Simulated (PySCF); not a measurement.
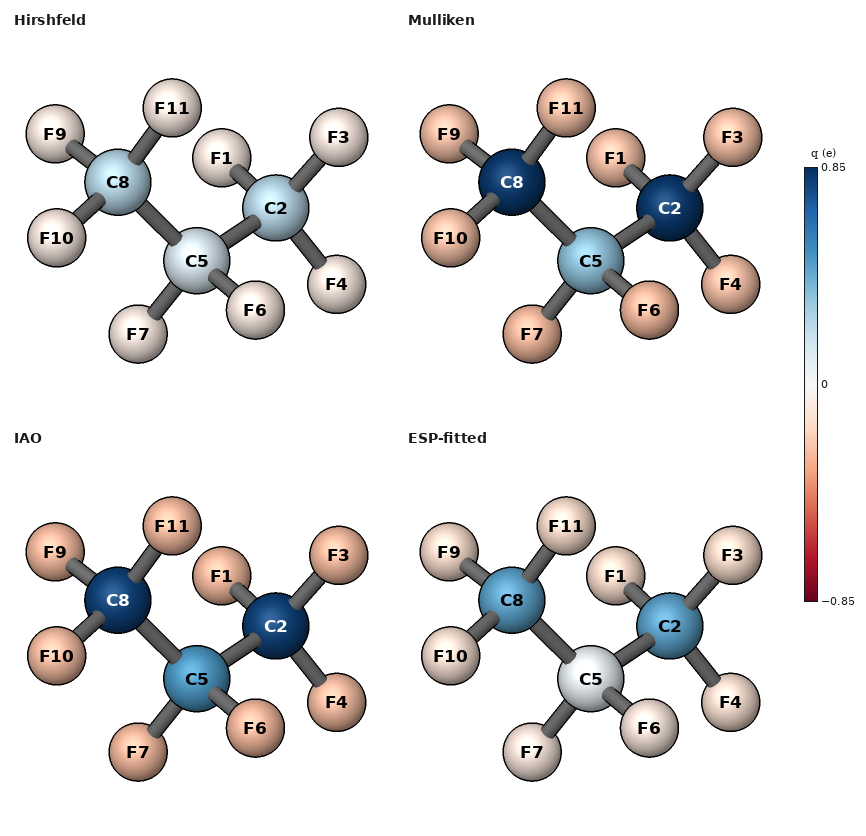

Atomic charges of one calculation by 4 schemes, on one colour scale. Computed geometry: PBE0-D3(BJ)/def2-SVP optimisation. No frequency run is at hand to confirm it as a minimum. Level of theory: PBE0/pcSseg-1 (PySCF 2.14.0).

**On which atom do the schemes disagree most?**

On C2 (from 0.24 to 0.82 e); C8 (from 0.24 to 0.82 e).

List the charges (e), one line for each set of equivalent atoms. Atoms whose distances differ by more than 0.02 Å in this geometry are listed apart.

| atom | Hirshfeld | Mulliken | IAO | ESP-fitted |
| --- | --- | --- | --- | --- |
| F1, F11 | −0.08 | −0.24 | −0.26 | −0.14 |
| C2, C8 | 0.24 | 0.82 | 0.79 | 0.46 |
| F3, F9 | −0.08 | −0.24 | −0.26 | −0.14 |
| F4, F10 | −0.07 | −0.24 | −0.25 | −0.12 |
| C5 | 0.13 | 0.34 | 0.49 | 0.06 |
| F6, F7 | −0.07 | −0.26 | −0.26 | −0.09 |
